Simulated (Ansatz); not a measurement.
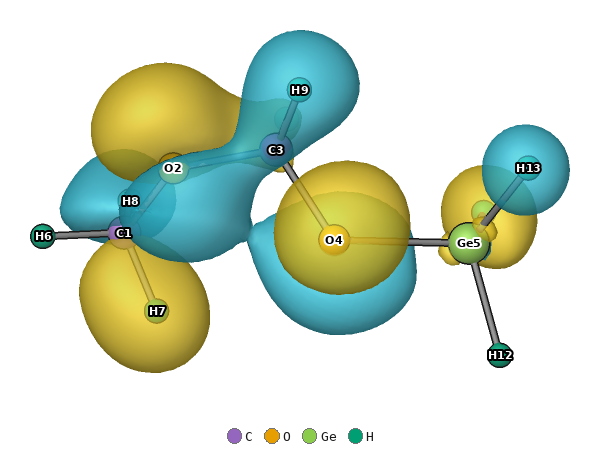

*C2H8GeO2. The HOMO−1 at ±0.08 Å⁻³ᐟ² (yellow and cyan are the two phases), seen at a tilt.*

These are results of RKS revPBE/def2-SVP in Ansatz 0.2.0, not measurements.

```xyz
13

C    -1.8626   -0.2082    1.2491
O    -1.7177    0.4117   -0.0246
C    -0.5443    0.0808   -0.7013
O     0.5850    0.6297   -0.0344
Ge    2.2711    0.2421   -0.5862
H    -2.8586    0.0812    1.6379
H    -1.0822    0.1257    1.9676
H    -1.8186   -1.3226    1.1725
H    -0.6585    0.5138   -1.7239
H    -0.4365   -1.0373   -0.7897
H     2.4847   -1.3026   -0.5646
H     3.1700    0.9663    0.4429
H     2.4885    0.7847   -2.0310
```

**Describe this orbital and give its energy.**

Its weight (Hirshfeld) is mainly on O4 (about 35 %), O2 (about 30 %), C3 (about 5 %) and C1 (about 5 %). Its energy is −6.15 eV.
